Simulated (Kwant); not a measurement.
Model system: quantum point contact (saddle potential) in a GaN two-dimensional gas. Effective mass 0.22 mₑ, grid spacing 8.3 nm, hard walls, nominal width 200 nm (25 grid rows, so walls 215.8 nm apart), one parabolic valley, scattering region 600 nm long along x; energies count from the band bottom; Fermi energy 0.000424 eV. Potential (V0 + ½k y²) cos²(πx/L) for |x| < L/2, with V0 swept from 0.0004452 to 0 eV, k = 4.3e-07 eV/nm², L = 420 nm.

The device is made up for the run: typed textbook-type constants, with dimensions and the other settings drawn at random.

Model: effective-mass tight-binding model on a square grid, one spin, coherent transport at 0 K (Kwant). Conductance is in e²/h.

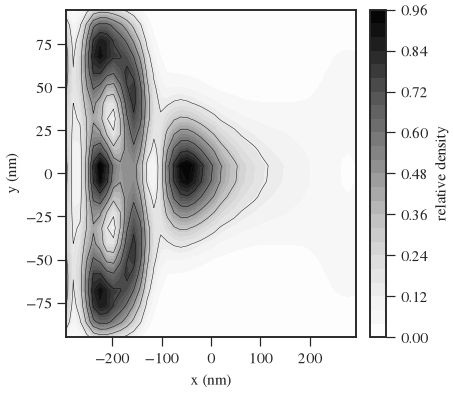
Figure: Density of the scattering states that come in from the left lead, at gate = 0.00021937 eV, in bins, relative to the largest site value

The conductance there is 0.69 e²/h with 3 open channel(s) in the leads.
